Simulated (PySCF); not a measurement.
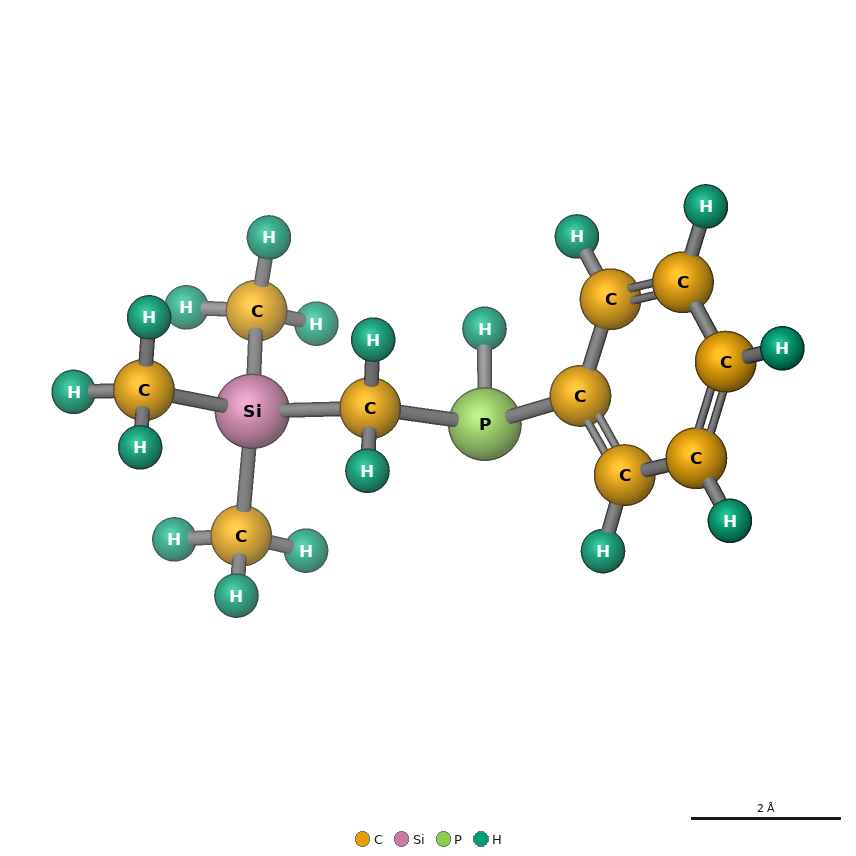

Depth is shown by fading: the farther an atom, the more it takes the colour of the background. Computed geometry: PBE0-D3(BJ)/def2-SVP optimisation. No frequency run is at hand to confirm it as a minimum. Masses are those of the most abundant isotopes; constants are for the rigid equilibrium geometry.

**What kind of rotor is it, and what are its rotational constants in MHz?**

An asymmetric top (C1): A = 1634, B = 294, C = 287 MHz. Ray's parameter κ is −0.99, close to the prolate limit.
